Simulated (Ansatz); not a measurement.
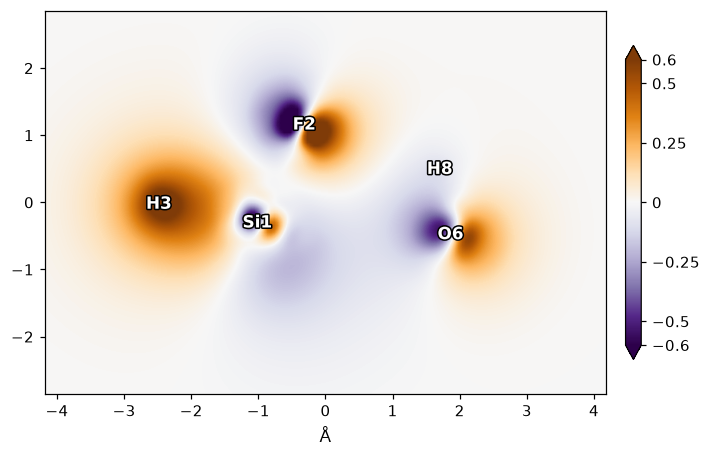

*FH$_{3}$Si···H$_{2}$O. The HOMO−1 on the plane of atoms F2, Si1 and H3 (values in Å⁻³ᐟ²; the overall sign is arbitrary).*

Not at a stationary point (largest force 0.9 eV/Å).

Method: RKS B3LYP-D4/def2-SVP in Ansatz 0.2.0.

```json
{"atom": "Si", "x (Å)": "0.2950", "y (Å)": "0.0360", "z (Å)": "-0.1105"}
{"atom": "F", "x (Å)": "0.2088", "y (Å)": "-0.0776", "z (Å)": "1.5006"}
{"atom": "H", "x (Å)": "1.7570", "y (Å)": "0.0385", "z (Å)": "-0.4208"}
{"atom": "H", "x (Å)": "-0.2932", "y (Å)": "1.3046", "z (Å)": "-0.5973"}
{"atom": "H", "x (Å)": "-0.3045", "y (Å)": "-1.1737", "z (Å)": "-0.7315"}
{"atom": "O", "x (Å)": "-2.4245", "y (Å)": "0.0751", "z (Å)": "0.8400"}
{"atom": "H", "x (Å)": "-2.7862", "y (Å)": "-0.8090", "z (Å)": "0.6926"}
{"atom": "H", "x (Å)": "-1.9033", "y (Å)": "-0.0236", "z (Å)": "1.6702"}
```

> Describe this orbital and give its energy.

It lies mainly on Si1 (about 30 %), H3 (about 25 %), F2 (about 15 %), O6 (about 15 %) and H4 (about 15 %). Its energy is −9.11 eV.
